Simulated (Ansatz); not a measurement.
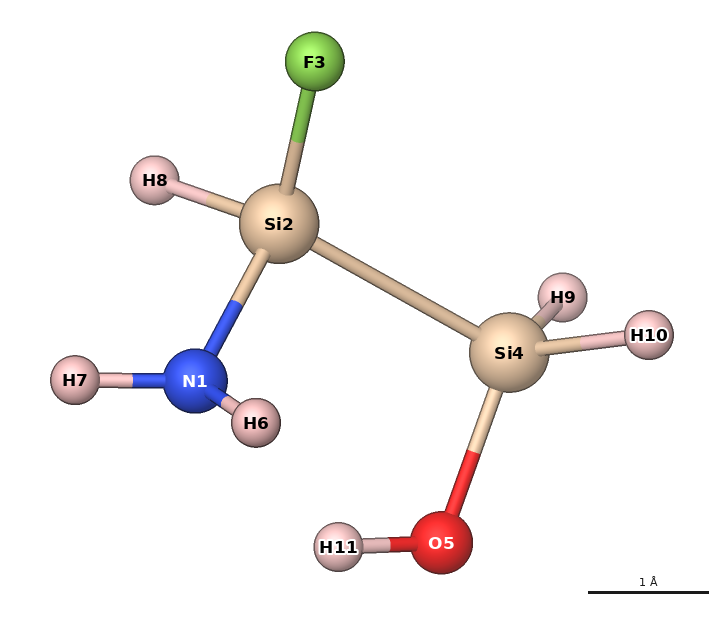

The computed structure is the end point of a PBE-D4/def2-SVP optimisation. No frequency run is at hand to confirm it as a minimum.

Which hydrogen bonds does the structure hold? Count O, N, F, S and Cl donors.

| D–H···A | D–H (Å) | H···A (Å) | angle (°) | kind |
| --- | --- | --- | --- | --- |
| O5–H11···N1 | 0.98 | 2.27 | 136 | intramolecular |
